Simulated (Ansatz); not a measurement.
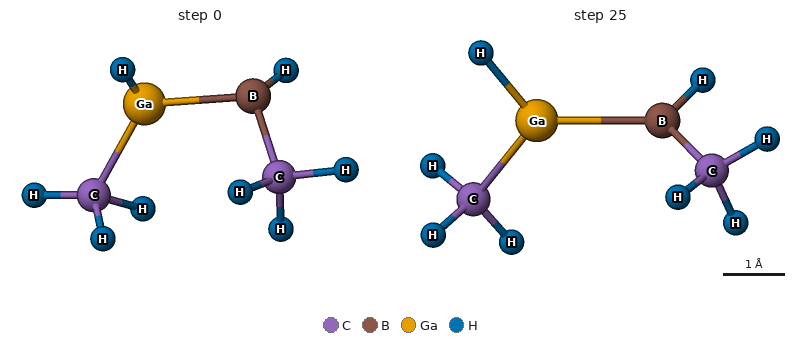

The structure of C2H8BGa (coarse preliminary run) before (left) and after (right) a relaxation, at one scale.

A ball-and-stick model, seen from a free direction.

The start comes from a force field.

The calculation used RKS PBE-D4/def2-SVP in Ansatz.

The input:
```yaml
crystal:
  periodic: [false, false, false]
  atoms:
    - {symbol: C, position_ang: [-1.112400, 1.269900, -0.278100]}
    - {symbol: B, position_ang: [-0.874300, 0.548900, 1.067700]}
    - {symbol: Ga, position_ang: [0.687700, -0.568800, 0.979000]}
    - {symbol: C, position_ang: [1.390800, -1.270200, -0.500000]}
    - {symbol: H, position_ang: [-1.306800, 0.569400, -1.122500]}
    - {symbol: H, position_ang: [-2.075500, 1.949000, -0.181300]}
    - {symbol: H, position_ang: [-0.272400, 1.970800, -0.532600]}
    - {symbol: H, position_ang: [-1.626700, -0.189200, 1.496800]}
    - {symbol: H, position_ang: [1.181100, -0.045700, 1.536000]}
    - {symbol: H, position_ang: [1.446900, -0.479100, -1.230500]}
    - {symbol: H, position_ang: [0.407600, -1.882000, -0.721700]}
    - {symbol: H, position_ang: [2.231000, -1.928200, -0.478700]}
basis:
  gaussian: {orbitals: def2-SVP}
hamiltonian: {xc: pbe, dispersion: d4}
relax: {f_tol: 0.03, max_steps: 200}
```

Launched with:
```bash
ansatz run in.yaml --threads 4 --pin off --events-out ev --progress --plain --max-ram 10444MiB
```

Question: Summarise the run.

Answer: The energy falls by 296.3 kcal/mol in 23 accepted moves (25 points after the start). The largest force component goes from 31 to 0.018 eV/Å. The line search rejected the trial steps at points 12, 13 of the run. The forces were under the threshold at step 14, but the run went on from there. The largest move after the best rigid fit is that of H10, 1.23 Å. By element the largest moves are H 1.23 Å, C 0.60 Å, B 0.45 Å, Ga 0.42 Å. Among the contacts that change: Ga3–H9 0.910 → 1.599 Å, Ga3–C4 1.782 → 1.994 Å, B2–Ga3 1.923 → 2.080 Å, B2–H8 1.138 → 1.227 Å. Among the angles between lasting bonds that change: B2–Ga3–H9 94.5° → 121.0°, Ga3–C4–H11 91.8° → 114.0°, Ga3–B2–H8 100.2° → 117.2°.
